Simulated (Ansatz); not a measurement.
# Phonons of Au(100) film of 3 layers, part 2 of 3

The plan: relax Au(100) film of 3 layers, check its phonons, and, if the lattice is stable, compute its Eliashberg function and ρ(T).

Ansatz 0.2.0; DFT PBE, scalar-relativistic, plane waves, PAW; PAW set soft_1.

So far: Set-up; Relaxing cell and atoms.

## (3) Relaxing tightly for phonons

Residual forces and stress shift phonon frequencies, so the cell is relaxed again, with tight thresholds and the mesh and smearing of this input.

File input.yaml:

```yaml
crystal:
  lattice:
    - [2.7964637745, 0.0, 0.0]
    - [0.0, 2.7964637745, 0.0]
    - [0.0, 0.0, 31.9599997232]
  atoms:
    - { symbol: Au, position: [0.0, 0.0, 0.1665186297] }
    - { symbol: Au, position: [0.5, 0.5, 0.2359199019] }
    - { symbol: Au, position: [0.0, 0.0, 0.3053211741] }
  periodic: [true, true, false]
kpoints:
  mp_grid: { grid: [10, 10, 1] }
hamiltonian:
  xc: pbe
  pseudopotentials: { kind: paw, azcp: { folder: soft_1 } }
scf:
  occupations: { method: methfessel_paxton, width: 0.2 }
output:
  forces: true
  stress: true
  eigenvalues: true
  write_density: true
  write_potential: true
  elf: true
  volumetric_format: npy
relax:
  adjacent_minimum: "off"
  f_tol: 0.001
  max_steps: 60
  cell: { stress_2d_tol: 0.002 }
```

The run is started by

```bash
ansatz run input.yaml --threads 4 --pin off --max-ram 20480MiB --backend cpu --events-out ev --progress --plain --runs-dir out
```

Numbers of over 12 decimals in the logs are rounded to 6 here.

Output:

```text
[the first part of the log is left out]
  E_paw        = -29195.558429  (= ΣΔE_a)
  E_vpaw       = -1190.140272  (= ΣTr[D̂ρ^β])
  E_aug_tail   = 0.004839  (compensation charges beyond the density's cutoff)
  E_ewald      = 102137.297618
  E_smearing   = 0.000908  (= −TS)
  E_closure    = -0.000000  (closes the sum)
  Σ components = -39452.828812   (vs F -39452.828812, Δ=0.00e0)
--- Forces (eV/Å), atoms counted from 1 ---
  atom   1  Au     0.00000000     0.00000000    -0.00006122
  atom   2  Au     0.00000000     0.00000000     0.00000000
  atom   3  Au     0.00000000     0.00000000     0.00006122
  max |Σ_I F_I| component: 2.52e-29 eV/Å
--- 2D stress c σ (N/m, compression-positive) ---
        0.001210       0.000000       0.000000
        0.000000       0.001210       0.000000
        0.000000       0.000000       0.000000
  P = ½ c Tr σ = 0.0012 N/m
--- Band table (eV; the first three rows and the last of 21) ---
[...]
° read free of the cell's end (the report's vacuum.weakly_bound_levels)
--- Relaxed structure (4 steps of the walk, 3 accepted, 1 SCFs on fresh bases) ---
[...]
cell:  # Å, volume = 249.9864 Å³
    - [2.796757, 0, 0]
    - [0, 2.796757, 0]
    - [0, 0, 31.9599997232]
  atoms:
    - { symbol: Au, position: [0, 0, 0.166545] }
    - { symbol: Au, position: [0.500000, 0.500000, 0.2359199019] }
    - { symbol: Au, position: [0, 0, 0.305294] }
```

It took 23 s on 4 threads of Arm Neoverse V1, shared host; peak memory 0.63 GiB; 89 s of CPU time.

Little changed from the start: no atom moved by 0.005 Å and no cell edge by 0.1 %.

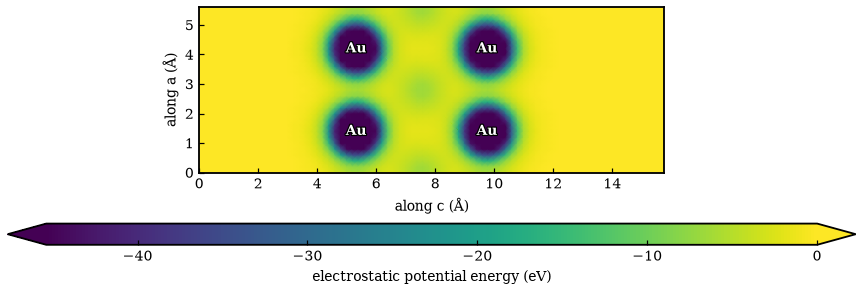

Electrostatic potential energy in the ca plane at fractional y = 1.000, with atoms of Au within 0.2 Å of it. With pseudopotentials it is smooth inside the atoms' cores, unlike the true potential. The map starts off the cell's origin, so that atoms lie inside it. The far vacuum is left out of the map.

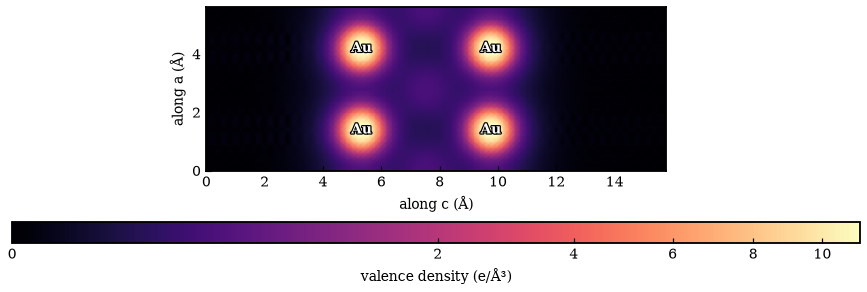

Valence density in the ca plane at fractional y = 1.000, with atoms of Au within 0.2 Å of it. It is the smooth field of the valence electrons, not physical close to the nuclei. The map starts off the cell's origin, so that atoms lie inside it. The colour scale is stretched toward low values. The far vacuum is left out of the map.

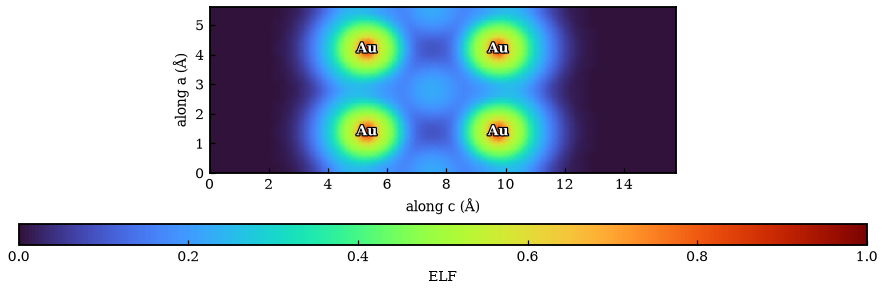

ELF in the ca plane at fractional y = 1.000, with atoms of Au within 0.2 Å of it. It is the smooth field of the valence electrons, not physical close to the nuclei. The map starts off the cell's origin, so that atoms lie inside it. The far vacuum is left out of the map.

## (4) Lattice stability: q 2×2×1, k 6×6×1

Before any scattering is computed, the phonons show whether the structure is a minimum.

File input.yaml:

```yaml
crystal:
  lattice:
    - [2.7967574348, 0.0, 0.0]
    - [0.0, 2.7967574348, 0.0]
    - [0.0, 0.0, 31.9599997232]
  atoms:
    - { symbol: Au, position: [0.0, 0.0, 0.1665454453] }
    - { symbol: Au, position: [0.5, 0.5, 0.2359199019] }
    - { symbol: Au, position: [0.0, 0.0, 0.3052943585] }
  periodic: [true, true, false]
kpoints:
  mp_grid: { grid: [6, 6, 1] }
hamiltonian:
  xc: pbe
  pseudopotentials: { kind: paw, azcp: { folder: soft_1 } }
scf:
  occupations: { method: methfessel_paxton, width: 0.2 }
output:
  eigenvalues: true
phonons:
  method: dfpt
  qmesh: [2, 2, 1]
  temperatures: { t_max: 1000, t_step: 50 }
  qpath:
    path: [[0.0, 0.0, 0.0], [0.0, 0.5, 0.0], [0.5, 0.5, 0.0], [0.0, 0.0, 0.0]]
    npoints: 10
```

Output:

```text
Warning: crystal.symmetry: narrowed to the stabiliser of the run's FFT grids — unitary ops 16 → 8. A phonons.method: dfpt run fills in the rows of the dynamical matrix that it does not solve by its symmetry operations, which is exact only for operations that map its FFT grids onto themselves: filled in by any other, the frequencies could depend on the order in which like atoms are typed, or, by more than the grids' own error, on where the crystal sits among the grids' points. Excluded: 8 operations. The run can therefore solve more perturbations, solve them on more k-points, or both, and cost more. [rest of the remark cut]
[...]
Crystal: 3 atoms, lattice volume = 249.986 Å³
Basis set: ecut = 420 eV, 4951 PW (Γ), exchange–correlation on 40×40×432 points (8 copies of the dense FFT grid, shifted against one another)
Bands: 35, of which v1, the nominal top of the filled ones, is band 29 counted from 1 (28 counted from 0)
Symmetry: 16 space group operations
k-points: 10 of 36 (irreducible under 8 space group operations)
[...]
SCF iter   1: F=—  HF=-39453.640422 eV  |F-HF|=—  |Δ(HF+E_count)|=         —  Δρ=3.05e-2  dr2=2.86e0  ethr=3.10e-3  ⟨swp⟩=14.6  Hψ=2577  notcnv=0
[...]
SCF iter  12: F=-39452.886095 eV  HF=-39452.886095 eV  |F-HF|=2.18e-11  |Δ(HF+E_count)|=   1.37e-9  S|Δr|=    0.00e0  Δρ=6.43e-8  dr2=8.95e-12  ethr=1.00e-12  ⟨swp⟩=23.5  Hψ=3380  notcnv=0
SCF 1 converged in 12 iterations: F = -39452.886095 eV  dr2 = 8.95e-12
[...]
phonons: the bands overlap, so this run is a metal and interpolates without the dipole-dipole term. If the crystal is really an insulator or semiconductor, its LO-TO splitting is missing
NSCF: frozen V_eff on 10 k-points
WARN: eigensolver did not converge (k=3): 1 band(s) unlocked after 2 eigensolves, warm-restarted (20 sweeps on the last) at ethr=2.59e-12 eV (storage-precision floor; scheduled 1.00e-12 eV) (lowest unlocked band 34, counted from 0; max residual 6.84e-4 eV among the unlocked bands, 6.84e-4 eV over every band; other slots of this pass that fall short are told together in one closing line; warning suppressed until the next SCF loop or pass starts)
WARN: eigensolver did not converge in 5 slots of this pass, the one above among them; of largest residual over every band (k=8): 1 band(s) unlocked (lowest unlocked band 34, counted from 0; max residual 1.67e-2 eV among the unlocked bands, 1.67e-2 eV over every band); of lowest unlocked band (k=3): band 34
[...]
DFPT response loops at q = (0, 0, 0) (fractional): preconditioner auto → none (partly filled bands, converged f_vac=0.741); β = 0.50; Broyden in place of MSR1
[...]
SCF converged after 12 iterations
Stability not checked: this state was not tested for a lower state beside it, because cold or Methfessel-Paxton smearing, or corrected tetrahedra, fill the levels in a way that the test cannot read (fill_not_monotonic; see scf.lower_state_search)
Free energy (F): -39452.886095 eV
[...]
Internal energy: -39452.878534 eV  (E = F + TS)
E sigma→0 (E₀):  -39452.884205 eV
Entropy (-TS):   -0.007561 eV (-2.520 meV/atom)
Fermi energy:    -5.123886 eV
[...]
--- Band table (eV; the first three rows and the last of 10) ---
  k-point 0: bands = [... 25 lower, -7.1675, -7.1675, -7.1651, -7.0695, -6.6481, -4.4149, -0.4195 (-0.4276°), -0.0761 (-0.1228°), ... 2 higher]
  k-point 1: bands = [... 25 lower, -7.6543, -7.5695, -7.3859, -7.1091, -5.8005, -3.0302, 0.0091 (0.0043°), 0.4846 (0.4316°), ... 2 higher]
  k-point 2: bands = [... 25 lower, -7.7348, -7.4012, -7.3097, -7.1845, -4.2879, -1.0423, -0.7550, 1.1700 (1.1698°), ... 2 higher]
  k-point 9: bands = [... 25 lower, -6.1131, -6.1129, -2.2204, -2.2204, 0.5489, 0.5489, 0.7732, 1.0294, ... 2 higher]
  ° read free of the cell's end (the report's vacuum.weakly_bound_levels)
--- Phonons (Γ-DFPT): 6 representative perturbations + reference (Σ response iterations 21) ---
  ASR residual: 1.237e-4 → 0.000e0 eV/Å²; symmetrization residual: 2.179e-5 eV/Å²
  The last average, over the group as it would stand without the narrowing to the FFT grids, took up to 1.408e-5 eV/Å² of the zone centre's force constants
  ASR residual per site (eV/Å²): 1.24e-4 8.46e-5 1.24e-4
  Γ frequencies (cm⁻¹): 0.00 0.00 0.00 19.93 19.93 51.03 51.03 60.88 116.45
--- Phonons (arbitrary-q DFPT): 3 irreducible q on the 2×2×1 mesh ---
  q = [0.0000, 0.0000, 0.0000] (star 1, of the zone-centre solve; hermiticity 6.66e-6, symmetrization 9.10e-12, taken by the last average 2.15e-6): -0.00 -0.00 -0.00 19.93 19.93 51.03 51.03 60.88 116.45
  q = [0.0000, -0.5000, 0.0000] (star 2, 9 solved perturbations on 16 of 36 k-point pairs; hermiticity 3.15e-6, symmetrization 1.40e-8, taken by the last average 8.15e-7): 22.01 24.20 47.64 57.66 60.07 67.95 131.29 142.18 152.60
  q = [-0.5000, -0.5000, 0.0000] (star 1, 6 solved perturbations in 78 linear systems a pass and spin channel, the states on 16 of 36 k-point pairs; hermiticity 1.83e-6, symmetrization 2.69e-9, taken by the last average 9.12e-7): 50.15 58.71 66.21 122.79 122.79 124.00 124.00 147.22 147.22
  sum rule: each row above includes the acoustic sum rule's correction from the zone centre's row sums; it moved no ω² by more than (0.41 cm⁻¹)²
  mesh force constants: q→R imaginary residual 9.48e-18; ASR residual 1.237e-4 → 0.000e0 eV/Å²; symmetrization residual 7.105e-15 eV/Å²
  interpolated dispersion: 31 rows × 9 modes
  density of states and harmonic sums: on the 22×22×1 q-mesh, interpolated from the force constants of a 2×2×1 supercell (no non-analytic term)
  largest difference from the sums on the solved wave vectors: F 6.24e-2 eV, S 1.15e-4 and C_V 5.27e-5 eV/K
  zero-point energy: 0.045324 eV/cell   skipped modes (ω ≤ 0): 14, of them read as no rigid motion or as one in doubt: 11 (1.322e-1 modes/cell left out, lowest -18.94 cm⁻¹)   left out of the sums: 1.54e-2 of the cell's modes: C_V's classical limit lies that fraction below 3 k_B per atom; for a crystal, a wire or a layer, F and S can be off by more, and a phonons.interpolated_qmesh denser along its periods is the remedy for the sampling
```

It took 95 s on 4 threads; peak memory 0.96 GiB; 6 min of CPU time.

The column dr2 measures how far the density is from self-consistency, as an energy; F and HF (Harris–Foulkes) agree once it is small.

This step gave:

```yaml
share_of_imaginary_modes_in_the_plain_interpolation_between_solved_wavevectors: 0.0161
highest_frequency_solved_or_plainly_interpolated: 152.6 cm⁻¹
```

Solved on the 2×2×1 mesh alone; all other wavevectors are interpolated. Phonon branches along the path, in cm⁻¹:

```csv
point,branch 1,branch 2,branch 3,branch 4,branch 5,branch 6,branch 7,branch 8,branch 9
Γ,0,0,0,20,20,51,51,61,116
X,22,24,48,58,60,68,131,142,153
M,50,59,66,123,123,124,124,147,147
Γ,0,0,0,20,20,51,51,61,116
```

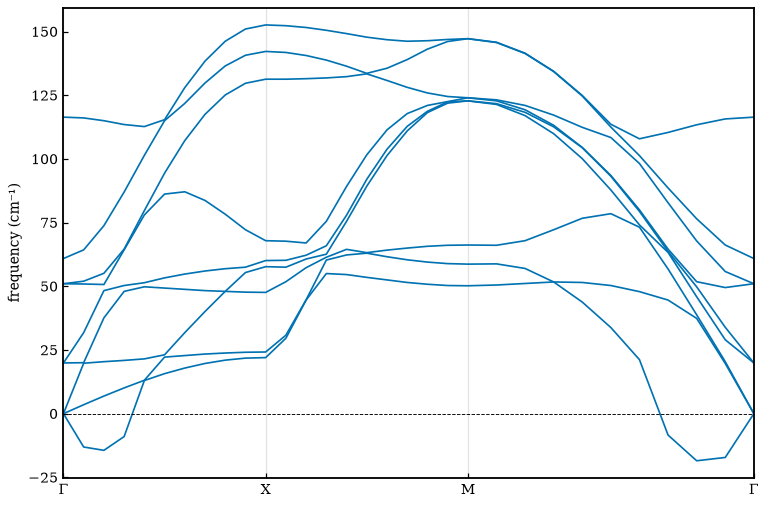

Phonon branches along the path.

The modes, Au has structure finer than the step of the table below, so its rows give means over 10 cm⁻¹, whole bins alone (the curve runs from -28.8 to 167 cm⁻¹). Peaks (cm⁻¹: height): 29.0: 0.0491, 51.2: 0.162, 74.6: 0.102, 86.9: 0.0853, 99.2: 0.0592, 112.7: 0.0920, 122.5: 0.0874.

Phonopy on the run's constants, 21x21x1 mesh, Gaussian sigma 2.0 cm⁻¹. Modes, Au against wavenumber; means over each step:

```csv
wavenumber (cm⁻¹),"modes, Au (1/cm⁻¹/cell)"
-20,0.00580
-10,0.00634
0,0.00402
10,0.00667
20,0.0321
30,0.0399
40,0.0446
50,0.130
60,0.102
70,0.0743
80,0.0589
90,0.0533
100,0.0411
110,0.0720
120,0.0779
130,0.0702
140,0.0513
150,0.0286
160,3.6e-4
```

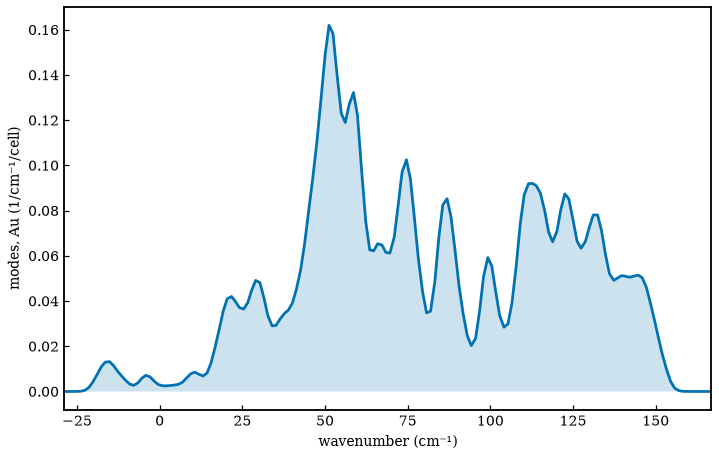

Modes, Au against wavenumber.

No LO-TO term; unit eigenvectors of the mass-weighted matrix. Modes at Γ:

```csv
mode,frequency (cm⁻¹),symmetry
1,0.0,unnamed
2,0.0,unnamed
3,0.0,unnamed
4,19.9,Eg
5,19.9,Eg
6,51.0,Eu
7,51.0,Eu
8,60.9,A1g
9,116.4,A2u
```

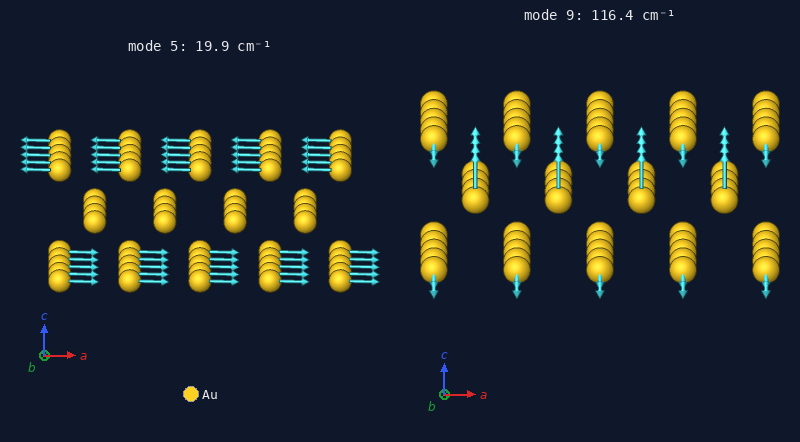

Displacement patterns of modes 5 and 9 at Γ; arrows are exaggerated. 4×4×1 cells are drawn. Some periodic images of atoms are drawn too.

Among the solved wavevectors the lowest mode, translations apart, is 19.9 cm⁻¹, so these are real on this k mesh.

## (5) Coupling and resistivity: q 2×2×1, k 6×6×1, scattering 12×12×1

A first run on coarse meshes.

input.yaml, as its differences from that of step 4:

```diff
@@ -26 +26,5 @@
     npoints: 10
+  electrical_resistivity:
+    mesh: [12, 12, 1]
+    temperatures: [20.0, 50.0, 77.0, 100.0, 150.0, 200.0, 300.0, 400.0, 600.0, 800.0]
+  electron_occupations: "off"
```

Output:

```text
[the first part of the log is left out]
  E_hartree    = 111643.365131
  E_xc         = -644.024734
  E_vxc        = -781.670575  (∫ρ·V_xc dr)
  E_paw        = -29195.497937  (= ΣΔE_a)
  E_vpaw       = -1190.100217  (= ΣTr[D̂ρ^β])
  E_aug_tail   = 0.004839  (compensation charges beyond the density's cutoff)
  E_ewald      = 102137.297615
  E_smearing   = -0.007561  (= −TS)
  E_closure    = 0.000000  (closes the sum)
  Σ components = -39452.886095   (vs F -39452.886095, Δ=0.00e0)
--- Band table (eV; the first three rows and the last of 10) ---
  k-point 0: bands = ["-110.8981", "-110.3475", "-110.3474", "-62.2285", "-62.2172", "-62.2172", "-61.6729", "-61.6729", "-61.6723", "-61.6723", "-61.6422", "-61.6357", "-14.1748", "-12.2408", "-12.0266", "-11.7572", "-10.9105", "-10.5961", "-9.1377", "-9.0624", "-9.0624", "-9.0388", "-7.8806", "-7.8806", "-7.8120", "-7.1675", "-7.1675", "-7.1651", "-7.0695", "-6.6481", "-4.4149", "-0.4195 (-0.4276°)", "-0.0761 (-0.1228°)", "0.7549", "1.0617"]
  k-point 1: bands = ["-110.8965", "-110.3458", "-110.3458", "-62.2600", "-62.2242", "-62.2137", "-61.7146", "-61.7141", "-61.6697", "-61.6692", "-61.6377", "-61.6336", "-13.5548", "-11.7895", "-11.7074", "-11.2083", "-10.4459", "-10.2483", "-9.7614", "-9.1434", "-8.9764", "-8.7929", "-8.3749", "-8.3654", "-7.6580", "-7.6543", "-7.5695", "-7.3859", "-7.1091", "-5.8005", "-3.0302", "0.0091 (0.0043°)", "0.4846 (0.4316°)", "1.2008", "1.6080"]
  k-point 2: bands = ["-110.8932", "-110.3426", "-110.3425", "-62.3446", "-62.2162", "-62.2069", "-61.7983", "-61.7950", "-61.6632", "-61.6630", "-61.6294", "-61.6290", "-12.3857", "-11.6649", "-11.2189", "-10.2250", "-10.1273", "-9.7262", "-9.6500", "-9.0007", "-8.9178", "-8.6513", "-8.2652", "-8.1593", "-7.8877", "-7.7348", "-7.4012", "-7.3097", "-7.1845", "-4.2879", "-1.0423", "-0.7550", "1.1700 (1.1698°)", "1.5618", "2.2532"]
  k-point 9: bands = ["-110.8850", "-110.3344", "-110.3344", "-62.3694", "-62.3694", "-62.1929", "-61.8241", "-61.8241", "-61.8226", "-61.8226", "-61.6130", "-61.6129", "-11.9034", "-11.4061", "-11.2303", "-11.2303", "-10.8515", "-9.6062", "-9.6062", "-8.0205", "-8.0205", "-8.0193", "-7.9016", "-7.4368", "-6.6576", "-6.1131", "-6.1129", "-2.2204", "-2.2204", "0.5489", "0.5489", "0.7732", "1.0294", "1.5283", "3.0188"]
  ° read free of the cell's end (the report's vacuum.weakly_bound_levels)
--- Phonons (Γ-DFPT): 6 representative perturbations + reference (Σ response iterations 27) ---
  ASR residual: 7.679e-5 → 0.000e0 eV/Å²; symmetrization residual: 1.538e-7 eV/Å²
  The last average, over the group as it would stand without the narrowing to the FFT grids, took up to 3.005e-8 eV/Å² of the zone centre's force constants
  ASR residual per site (eV/Å²): 7.68e-5 5.41e-5 7.67e-5
  Γ frequencies (cm⁻¹): 0.00 0.00 0.00 19.93 19.93 51.03 51.03 60.88 116.44
--- Phonons (arbitrary-q DFPT): 3 irreducible q on the 2×2×1 mesh ---
  q = [0.0000, 0.0000, 0.0000] (star 1, of the zone-centre solve; hermiticity 4.70e-8, symmetrization 9.10e-12, taken by the last average 4.59e-9): -0.00 0.00 0.00 19.93 19.93 51.03 51.03 60.88 116.44
  q = [0.0000, -0.5000, 0.0000] (star 2, 9 solved perturbations on 16 of 36 k-point pairs; hermiticity 5.79e-8, symmetrization 5.59e-11, taken by the last average 2.05e-9): 22.02 24.20 47.64 57.66 60.07 67.95 131.29 142.18 152.60
  q = [-0.5000, -0.5000, 0.0000] (star 1, 6 solved perturbations in 78 linear systems a pass and spin channel, the states on 16 of 36 k-point pairs; hermiticity 1.57e-8, symmetrization 2.89e-11, taken by the last average 2.16e-9): 50.15 58.71 66.21 122.79 122.79 124.00 124.00 147.22 147.22
  sum rule: each row above includes the acoustic sum rule's correction from the zone centre's row sums; it moved no ω² by more than (0.33 cm⁻¹)²
  mesh force constants: q→R imaginary residual 9.48e-18; ASR residual 7.679e-5 → 0.000e0 eV/Å²; symmetrization residual 7.105e-15 eV/Å²
  interpolated dispersion: 31 rows × 9 modes
  density of states and harmonic sums: on the 22×22×1 q-mesh, interpolated from the force constants of a 2×2×1 supercell (no non-analytic term)
  largest difference from the sums on the solved wave vectors: F 6.24e-2 eV, S 1.15e-4 and C_V 5.27e-5 eV/K
  zero-point energy: 0.045324 eV/cell   skipped modes (ω ≤ 0): 14, of them read as no rigid motion or as one in doubt: 11 (1.322e-1 modes/cell left out, lowest -18.94 cm⁻¹)   left out of the sums: 1.54e-2 of the cell's modes: C_V's classical limit lies that fraction below 3 k_B per atom; for a crystal, a wire or a layer, F and S can be off by more, and a phonons.interpolated_qmesh denser along its periods is the remedy for the sampling
Error: electrical resistivity: the mode of lowest frequency at the wavevector [0.0833, 0.0833, 0.0000] is imaginary, -19.09 cm⁻¹ (written negative): every mode at the wavevectors of the force constants' own supercell is real, and this one is interpolated between them; take force constants of more repeats (phonons.supercell, under dfpt phonons.qmesh), or, with a block electrical_resistivity or superconductivity, name a file of force constants under which the crystal is stable (phonons.electron_phonon_force_constants)
The harmonic force constants that this run solved are whole in <dir>
```

Run time: 1.9 min. Hardware: 4 threads; peak memory 0.97 GiB.

The run ended with an error.

The program's message: “electrical resistivity: the mode of lowest frequency at the wavevector [0.0833, 0.0833, 0.0000] is imaginary, -19.09 cm⁻¹ (written negative): every mode at the wavevectors of the force constants' own …”

The run stops because a mode is imaginary on the scattering mesh, where no scattering rate is defined; denser k meshes, other smearings and, between solved wavevectors, finer q meshes show whether the instability is real.

[end of part 2 of 3]

[Logs are printed without paths, hosts, clocks, repeated set-up lines and the standing remarks that a program may print on its own settings, such as how far it seeks lower states.]

[Hosts, paths, dates, database ids (printed as entryN), source tags and the programs' standing remarks are cut or masked in the printed files.]
